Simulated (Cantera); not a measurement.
Input: 1 mol CH3F, 1.3 mol CH4, 2.1 mol H2, at 17.0 mbar.

These are equilibrium values from Cantera (NASA tables, ideal gas, pure condensed phases), not measurements of a reactor. Candidate condensed phases: C, C6H6, C7H8, C8H18; 95 gas species. Kinetics and transport are ignored.

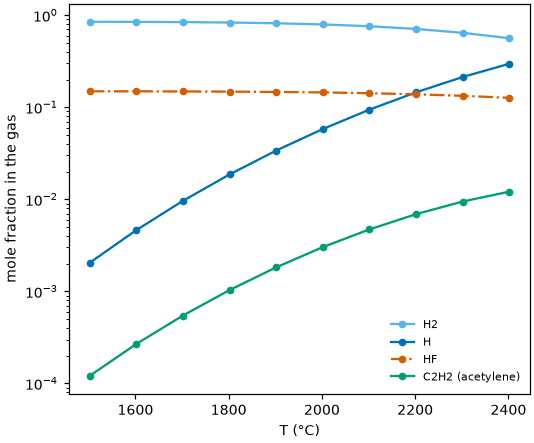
Fig. 1. Equilibrium gas composition (values under 1e-9 drawn at 1e-9)

### Question
Read off the mole fractions at 1802 °C.

### Answer
H2 about 0.83, HF about 0.15, H about 0.019, C2H2 (acetylene) about 0.0010.
